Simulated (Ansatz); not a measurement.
System: GeCl$_{3}$.

Input

```
crystal:
  lattice:
    - [5.4952764242, 0.0, 0.0]
    - [0.0, 5.4952764242, 0.0]
    - [0.0, 0.0, 5.4952764242]
  atoms:
    - { symbol: Ge, position: [0.0, 0.0, 0.0] }
    - { symbol: Ge, position: [0.5, 0.5, 0.5] }
    - { symbol: Cl, position: [0.25, 0.0, 0.5] }
    - { symbol: Cl, position: [0.5, 0.75, 0.0] }
    - { symbol: Cl, position: [0.75, 0.0, 0.5] }
    - { symbol: Cl, position: [0.5, 0.25, 0.0] }
    - { symbol: Cl, position: [0.0, 0.5, 0.75] }
    - { symbol: Cl, position: [0.0, 0.5, 0.25] }
basis:
  ecutwfc: 420
kpoints:
  mp_grid: { grid: [8, 8, 8] }
hamiltonian:
  xc: pbe
scf:
  occupations: { method: gaussian, width: 0.1 }
output:
  forces: true
  stress: true
  eigenvalues: true
  write_density: true
  write_potential: true
  elf: true
  volumetric_format: npy
relax:
  adjacent_minimum: "off"
  f_tol: 0.01
  max_steps: 80
  cell: { stress_tol: 0.05 }
```

Command:

```sh
ansatz run input.yaml --threads 1 --pin off --max-ram 2560MiB --backend cpu --events-out ev --progress --plain --runs-dir out
```

Below, planes, directions and counts refer to the conventional cell (a = 5.50 Å, b = 5.50 Å, c = 5.50 Å, α = 90.00°, β = 90.00°, γ = 90.00°).

The fields are those of the relaxed geometry.

Space group Pm-3n; a structure generated by program, which may or may not match a known phase.

All numbers below come from DFT PBE, scalar-relativistic, plane waves, PAW (Ansatz 0.2.0).

> What can the converged valence pseudo-density and electron localisation function tell about the bonding?

Cl–Cl (2.75 Å): ρ is about 0.23 e/Å³ halfway; the ELF peaks at about 0.80 in the valence shell of Cl, 0.8 Å from its nucleus, and drops to about 0.20 between the two atoms.
Ge–Cl (3.07 Å): ρ at the midpoint is about 0.13 e/Å³; the ELF is about 0.20 at the midpoint (no shared electron pair shows on this line).

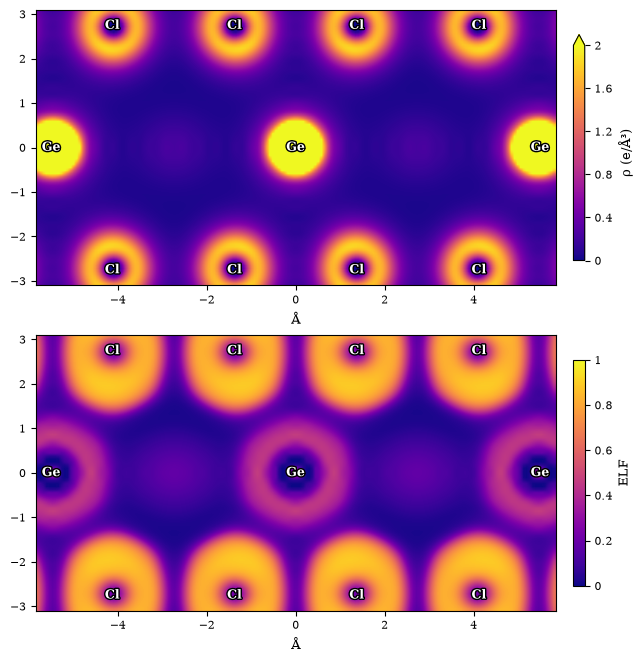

Computed valence pseudo-density and electron localisation function on the (100) plane of the conventional cell, in this order. 

Core electrons are frozen (PAW), and the valence fields are smoothed inside the atomic spheres.
